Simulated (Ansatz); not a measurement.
**SnSeO: single-point calculation**

The run: single-point calculation of SnSeO (slab, 3 atoms in the cell). Method and program: DFT, r2SCAN, plane waves, PAW, no spin polarisation (Ansatz 0.2.0).

The geometry comes from this level: r2SCAN. Figures and captions count atoms from 1; the log counts them from 0 in places.

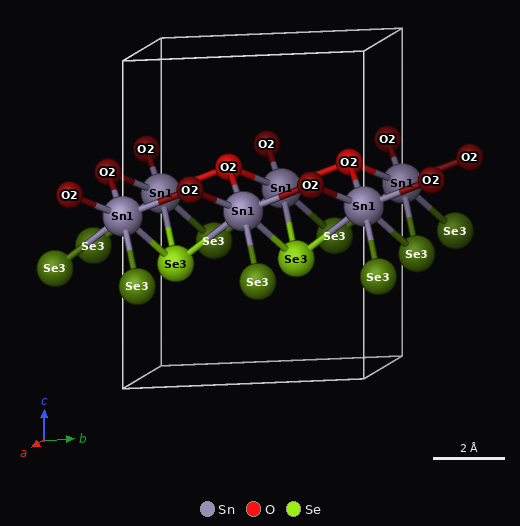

*The structure as given in the input (ball-and-stick view of the 1 × 2 repeat of the cell, with the vacuum cut short, seen slightly off an axis; neighbours outside the cell are drawn fainter; atoms are numbered from 1 in the order of the input).*

### The input
```yaml
crystal:
  lattice:
    - [3.5168856236, 0.0, 0.0]
    - [-1.7584428118, 3.0457122923, 0.0]
    - [0.0, 0.0, 29.2993396888]
  atoms:
    - { symbol: Sn, position: [0.0, 0.0, 0.3157927728] }
    - { symbol: O, position: [0.3333333333, 0.6666666667, 0.3461964995] }
    - { symbol: Se, position: [0.6666666667, 0.3333333333, 0.2595332019] }
  periodic: [true, true, false]
kpoints:
  mp_grid: { grid: [12, 12, 1] }
  band_path:
    path: [[0.0, 0.0, 0.0], [0.5, 0.0, 0.0], [0.3333333333, 0.3333333333, 0.0]]
    npoints: 1
hamiltonian:
  xc: r2scan
scf:
  occupations: { method: fermi_dirac, width: 0.02 }
  n_extra_bands: 4
output:
  forces: true
  stress: true
  eigenvalues: true
```

Run on 2 threads of Arm Neoverse V2, 24 GiB of memory available, shared host.

Launched with:
```bash
ansatz run input.yaml --threads 2 --pin off --max-ram 2764MiB --backend cpu --events-out ev --progress --plain --runs-dir out
```

### Output
```
scf.n_extra_bands = 4 over 18 filled bands (N_el = 36.0): the run solves 22 bands
Engine: ansatz 0.2.0, aarch64-unknown-linux-gnu
Pseudopotentials: kind: paw
Pseudopotential: Sn, paw, valence charge 14, recommended cutoff 500 eV (meta_gga), Sn.paw.azcp
Pseudopotential: O, paw, valence charge 6, recommended cutoff 500 eV (meta_gga), O.paw.azcp
Pseudopotential: Se, paw, valence charge 16, recommended cutoff 500 eV (meta_gga), Se.paw.azcp
Functional definition: r2SCAN
  parameter k0 = 0.174
  parameter k1 = 0.065
  parameter a1 = 4.9479
  exchange = r2scan_x(k0 = k0, k1 = k1, a1 = a1)
  correlation = r2scan_c
Crystal: 3 atoms, lattice volume = 313.838 Å³
Basis set: ecut = 500 eV, 7943 PW (Γ), exchange–correlation on 108×108×864 points (64 copies of the dense FFT grid, shifted against one another)
Bands: 22, of which v1, the nominal top of the filled ones, is band 18 counted from 1 (17 counted from 0)
Symmetry: 6 space group operations
Space group: P3m1 (ITA 156), of the structure as read, at distance tolerance 6.8e-5 Å
k-points: 19 of 144 (time reversal used)
Non-local potential: Sn, projectors of the file, l = 0: 2, l = 1: 2, l = 2: 2, l = 3: 2
Non-local potential: O, projectors of the file, l = 0: 2, l = 1: 2, l = 2: 1
Non-local potential: Se, projectors of the file, l = 0: 2, l = 1: 2, l = 2: 3, l = 3: 1
PAW form: soft (Blöchl's): semilocal exchange-correlation on the pseudo side does not see the compensation charge
PAW frozen core: Sn, regenerated for the run's functional (the file was generated under x = pbe(κ = 0.804, μ = 0.2195149727645171), c = pbe(β = 0.06672455060314922))
PAW frozen core: O, regenerated for the run's functional (the file was generated under x = pbe(κ = 0.804, μ = 0.2195149727645171), c = pbe(β = 0.06672455060314922))
PAW frozen core: Se, regenerated for the run's functional (the file was generated under x = pbe(κ = 0.804, μ = 0.2195149727645171), c = pbe(β = 0.06672455060314922))
PAW one-centre angular grid: Sn, 590 points (default); XC on 249 of its mesh's 2787 points in the sphere
PAW one-centre angular grid: O, 302 points (default); XC on 160 Gauss nodes
PAW one-centre angular grid: Se, 590 points (default); XC on 160 Gauss nodes
Initial density: superposition of atomic densities (neutral atoms: chi_scale 0, normalization atom), corrected by the library's trained network
Initial wavefunctions: pseudopotential atomic-orbital guess
Functional: x = r2scan, c = r2scan; τ floored in thin density (d = 2e-4 eV/Å³)
SCF iter   1: F=—  HF=-12084.851983 eV  |F-HF|=—  |Δ(HF+E_count)|=         —  Δρ=4.77e-3  dr2=3.19e-1  dr2_τ=3.95e-2  ethr=1.77e-3  ⟨swp⟩=13.8  Hψ=3332  notcnv=0
preconditioner: auto → none  [insulator: Δε(μ)=0.512 eV  Ē_g=17.784 eV  σ=0.020 eV  W_gap=1.00  n_scr=16 (ndim 8)  ℏωp=10.7 eV  f_vac=0.796  D(μ)=0.00/eV (n_scr^D=0)  ε∞_Penn≈1.4]
SCF iter   2: F=—  HF=-12085.128820 eV  |F-HF|=—  |Δ(HF+E_count)|=   2.77e-1  Δρ=1.06e-2  dr2=2.53e0  dr2_τ=2.61e-2  ethr=8.86e-4  ⟨swp⟩=5.7  Hψ=1272  notcnv=0  recentre
preconditioner: auto → LDOS  [insulator: Δε(μ)=0.094 eV  Ē_g=9.987 eV  σ=0.020 eV  W_gap=0.76  n_scr=16 (ndim 8)  ℏωp=7.8 eV  f_vac=0.796  D(μ)=0.81/eV (n_scr^D=6)  ε∞_Penn≈1.6  β→1.0]
SCF iter   3: F=—  HF=-12084.864261 eV  |F-HF|=—  |Δ(HF+E_count)|=   2.65e-1  Δρ=3.00e-3  dr2=8.93e-2  dr2_τ=7.07e-4  ethr=8.86e-4  ⟨swp⟩=5.6  Hψ=1112  notcnv=0
SCF iter   4: F=—  HF=-12084.854027 eV  |F-HF|=—  |Δ(HF+E_count)|=   1.02e-2  Δρ=6.91e-4  dr2=3.17e-3  dr2_τ=1.88e-4  ethr=2.48e-4  ⟨swp⟩=3.7  Hψ=758  notcnv=0
SCF iter   5: F=—  HF=-12084.853534 eV  |F-HF|=—  |Δ(HF+E_count)|=   4.93e-4  Δρ=2.55e-4  dr2=1.57e-4  dr2_τ=1.13e-5  ethr=8.81e-6  ⟨swp⟩=4.8  Hψ=1018  notcnv=0  defer=1
SCF iter   6: F=—  HF=-12084.853525 eV  |F-HF|=—  |Δ(HF+E_count)|=   9.07e-6  Δρ=9.59e-5  dr2=2.69e-5  dr2_τ=2.33e-6  ethr=4.37e-7  ⟨swp⟩=3.3  Hψ=993  notcnv=0
SCF iter   7: F=—  HF=-12084.853580 eV  |F-HF|=—  |Δ(HF+E_count)|=   5.50e-5  Δρ=2.91e-5  dr2=3.03e-6  dr2_τ=6.45e-8  ethr=7.48e-8  ⟨swp⟩=3.5  Hψ=795  notcnv=0
SCF iter   8: F=—  HF=-12084.853581 eV  |F-HF|=—  |Δ(HF+E_count)|=   1.10e-6  Δρ=1.06e-5  dr2=5.03e-7  dr2_τ=1.77e-8  ethr=8.43e-9  ⟨swp⟩=3.6  Hψ=908  notcnv=0
SCF iter   9: F=-12084.853581 eV  HF=-12084.853581 eV  |F-HF|=1.45e-8  |Δ(HF+E_count)|=   4.60e-8  Δρ=2.06e-6  dr2=1.28e-8  dr2_τ=9.64e-10  ethr=2.78e-10  ⟨swp⟩=13.2  Hψ=2435  notcnv=0
SCF 1 converged in 9 iterations: F = -12084.853581 eV  dr2 = 1.28e-8
  greatest PAW one-centre occupation: 1.000 electrons in one spin orbital (limit 2), on the Se atom at site 2 (counted from 0), in its partial waves of l = 2
```

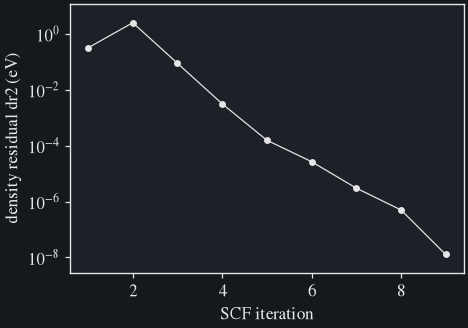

*Convergence of the self-consistent field: density residual dr2 against the SCF iteration.*

The residual comes down, with one marked jump up, by a factor of about 8, at step 2.

```
NSCF: frozen V_eff on 3 k-points
SCF converged after 9 iterations
Free energy (F): -12084.853581 eV
Harris-Foulkes:  -12084.853581 eV  (|F-HF|=1.45e-8)
Internal energy: -12084.853493 eV  (E = F + TS)
E sigma→0 (E₀):  -12084.853537 eV
Entropy (-TS):   -0.000089 eV (-0.030 meV/atom)
Fermi energy:    -5.458235 eV
--- Per-component energies (eV) ---
  E_band       = -1016.947625
  E_kinetic    = 481.839869
  E_local      = -69663.796541  (includes V_loc(G=0)·N_el)
  E_nonlocal   = -579.204222
  E_hartree    = 34621.682862
  E_xc         = -543.961531
  E_vxc        = -313.241859  (∫ρ·V_xc dr)
  E_paw        = -6251.252266  (= ΣΔE_a)
  E_vpaw       = -204.528002  (= ΣTr[D̂ρ^β])
  E_aug_tail   = 0.000790  (compensation charges beyond the density's cutoff)
  E_vtau       = 18.612505  (kinetic-family band-sum trace: ∫τ·v_τ [+ j·A + Jᵃ·Aᵃ] dr)
  E_ewald      = 29850.898937
  E_core_change = -1.061391  (= ΣΔE_core)
  E_smearing   = -0.000089  (= −TS)
  E_closure    = -0.000000  (closes the sum)
  Σ components = -12084.853581   (vs F -12084.853581, Δ=0.00e0)
--- Forces (eV/Å), atoms counted from 1 ---
  atom   1  Sn    -0.00000000    -0.00000000    -0.00062765
  atom   2  O     -0.00000000     0.00000000     0.00043415
  atom   3  Se     0.00000000    -0.00000000     0.00019966
  max |Σ_I F_I| component: 6.16e-6 eV/Å
--- 2D stress c σ (N/m, compression-positive) ---
        0.001040       0.000000       0.000000
        0.000000       0.001040       0.000000
        0.000000       0.000000       0.000000
  P = ½ c Tr σ = 0.0010 N/m
--- Band table (eV; the first three rows and the last of 19) ---
  k-point 0: bands = ["-53.3305", "-53.3258", "-53.3258", "-53.2968", "-53.2968", "-28.3757", "-28.3017", "-28.3017", "-28.2267", "-28.2267", "-25.4173", "-20.0047", "-11.8149", "-9.2273", "-9.2273", "-8.0824", "-5.5405", "-5.5405", "-5.3908", "-1.0446 (-1.0447°)", "-0.0584", "0.0876"]
  k-point 1: bands = ["-53.3305", "-53.3259", "-53.3258", "-53.2968", "-53.2967", "-28.3865", "-28.3039", "-28.2960", "-28.2303", "-28.2257", "-25.3675", "-19.9219", "-11.8618", "-9.4622", "-9.2967", "-7.9915", "-6.1642", "-5.6344", "-5.0891", "-0.7529 (-0.7529°)", "-0.0178", "0.2056"]
  k-point 2: bands = ["-53.3303", "-53.3260", "-53.3259", "-53.2968", "-53.2963", "-28.4294", "-28.2972", "-28.2833", "-28.2379", "-28.2204", "-25.2287", "-19.6845", "-12.0609", "-9.8826", "-9.4834", "-7.8492", "-7.3031", "-5.8618", "-4.4988", "-0.9841 (-0.9841°)", "0.1585", "0.5673"]
  k-point 18: bands = ["-53.3293", "-53.3263", "-53.3263", "-53.2956", "-53.2955", "-28.5770", "-28.3425", "-28.2321", "-28.2318", "-28.2043", "-24.4653", "-18.1416", "-13.8766", "-11.2651", "-10.2809", "-9.9575", "-7.8089", "-7.1328", "-3.2704", "-0.0052", "0.6494", "1.2507"]
  ° read free of the cell's end (the report's vacuum.weakly_bound_levels)
```

### File bands.tsv
```
# k_distance	band_0	band_1	band_2	band_3	band_4	band_5	band_6	band_7	band_8	band_9	band_10	band_11	band_12	band_13	band_14	band_15	band_16	band_17	band_18	band_19	band_20	band_21
# fermi_ev = -5.458235
# lock_threshold_ev = 1e-6
# [0, 0, 0] at k_distance = 0.000000
# [0.5, 0, 0] at k_distance = 1.031480
# [0.3333333333, 0.3333333333, 0] at k_distance = 1.627006
# levels_relative_to = fermi_ev
# free_energy_ev = -12084.853581
# largest_residual_norms_ev = 1.360e-3 1.208e-3 1.261e-3 1.270e-3 1.317e-3 1.598e-3 1.443e-3 1.549e-3 1.410e-3 1.618e-3 9.973e-4 1.119e-3 1.866e-3 1.792e-3 2.340e-3 1.026e-3 1.066e-3 1.418e-3 1.557e-3 1.033e-3 1.253e-3 3.094e-3
0.000000	-47.872308	-47.867593	-47.867593	-47.838583	-47.838583	-22.917505	-22.843468	-22.843468	-22.768415	-22.768415	-19.959071	-14.546448	-6.356691	-3.769070	-3.769070	-2.624185	-0.082219	-0.082219	0.067459	4.413586	5.399849	5.545789
1.031480	-47.871262	-47.868276	-47.867758	-47.838467	-47.836475	-23.170481	-22.829569	-22.815109	-22.753271	-22.696690	-19.146293	-12.958198	-8.278521	-5.906716	-4.745190	-3.379234	-1.975631	-1.073841	0.996208	4.514202	6.031022	6.730035
1.627006	-47.871101	-47.868079	-47.868063	-47.837400	-47.837290	-23.118761	-22.884304	-22.773905	-22.773519	-22.746104	-19.007039	-12.683396	-8.418388	-5.806821	-4.822663	-4.499274	-2.350695	-1.674582	2.187852	5.453006	6.107665	6.708946
```

### Results in brief

| quantity | value |
| --- | --- |
| outcome | converged |
| electrons treated | 36 |
| free energy | −12084.8536 eV |
| Fermi energy | −5.458 eV |
| band gap | 0.15 eV |
| largest force (length of the vector) | 0.001 eV/Å |
| wall time | 22 s (CPU time 43 s) |
| peak memory | 1.1 GiB |
